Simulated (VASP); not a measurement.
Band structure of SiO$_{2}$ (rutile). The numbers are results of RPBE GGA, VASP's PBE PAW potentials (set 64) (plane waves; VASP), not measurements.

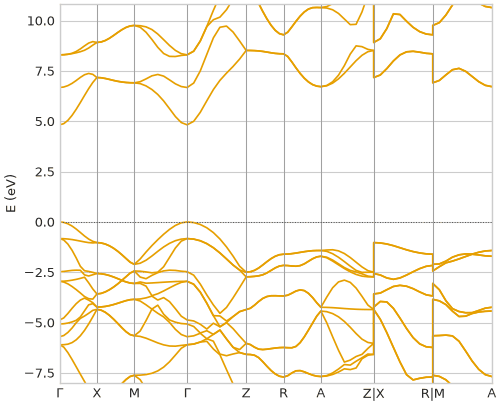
Fig. 1. Bands along high-symmetry lines, zero at the valence-band maximum or, without a gap, the Fermi level

Task: Read the plot: is there a gap, and where are the band edges?

Result: The gap is direct, 4.82 eV, from the valence maximum at Γ to the conduction minimum at Γ. (Edges off the drawn lines would not show.)

The compound is SiO2 in the rutile structure, stishovite, a high-pressure form. It was relaxed first, which changed the volume by +5 %.
